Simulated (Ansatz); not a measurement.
# CH6GaNSi: the cost of one run

Program: Ansatz 0.2.0. Level of theory: RHF/def2-SVP. These are calculated values, not measurements.

### Step 1. The system as given

SMILES `N=C[SiH2][GaH2]`, 10 atoms, charge 0, spin multiplicity 1.

Atoms are counted from 1 here; the program's logs count them from 0.

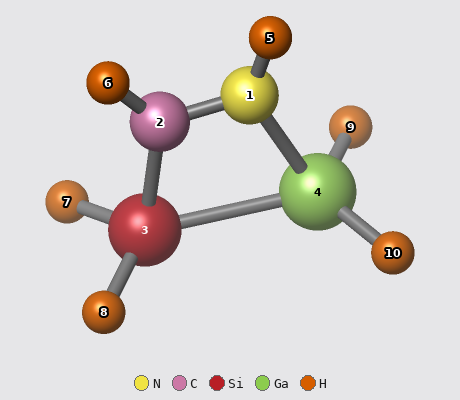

The starting geometry (nitrogen yellow, carbon pink, silicon red, gallium green, hydrogen orange); atoms are numbered from 1 in the order of the file.

As a file:

```mol
CH6GaNSi
  3D, bonds by distance, orders not assigned

 10 10  0  0  0  0  0  0  0  0999 V2000
   -0.1357    1.0998   -0.6353 N   0  0
   -0.2072    1.0249    0.6573 C   0  0
    0.0583   -0.8332    1.1456 Si  0  0
    0.2345   -0.9131   -1.3089 Ga  0  0
   -0.2577    2.0305   -1.0715 H   0  0
   -0.3938    1.9421    1.2616 H   0  0
   -1.1561   -1.2483    1.9454 H   0  0
    1.2237   -0.8689    2.1086 H   0  0
   -1.0441   -1.3382   -2.1419 H   0  0
    1.6781   -0.8954   -1.9608 H   0  0
  1  2  8  0
  1  4  8  0
  1  5  8  0
  2  3  8  0
  2  6  8  0
  3  4  8  0
  3  7  8  0
  3  8  8  0
  4  9  8  0
  4 10  8  0
M  END
```

### Step 2. Relaxation

input.yaml reads:

```yaml
crystal:
  periodic: [false, false, false]
  atoms:
    - { symbol: "N", position_ang: [-0.135658, 1.099797, -0.635339] }
    - { symbol: C, position_ang: [-0.207223, 1.02488, 0.65734] }
    - { symbol: Si, position_ang: [0.05831, -0.833203, 1.145601] }
    - { symbol: Ga, position_ang: [0.234522, -0.913127, -1.30894] }
    - { symbol: H, position_ang: [-0.257711, 2.030495, -1.071525] }
    - { symbol: H, position_ang: [-0.393842, 1.942075, 1.261587] }
    - { symbol: H, position_ang: [-1.156141, -1.24832, 1.945379] }
    - { symbol: H, position_ang: [1.223719, -0.868918, 2.108602] }
    - { symbol: H, position_ang: [-1.0441, -1.33825, -2.141872] }
    - { symbol: H, position_ang: [1.678124, -0.89543, -1.960834] }
basis:
  gaussian: { orbitals: def2-SVP }
hamiltonian:
  xc: hf
output:
  forces: true
relax:
  f_tol: 0.003
  max_steps: 120
```

Run with:

```console
> ansatz run input.yaml --threads 1 --pin off --max-ram 2560MiB --backend cpu --events-out ev --progress --plain --runs-dir out
```

Q: Estimate wall time and peak memory on 1 thread of Arm Neoverse V2, shared host.

About 29 s, with a peak of 0.24 GiB.
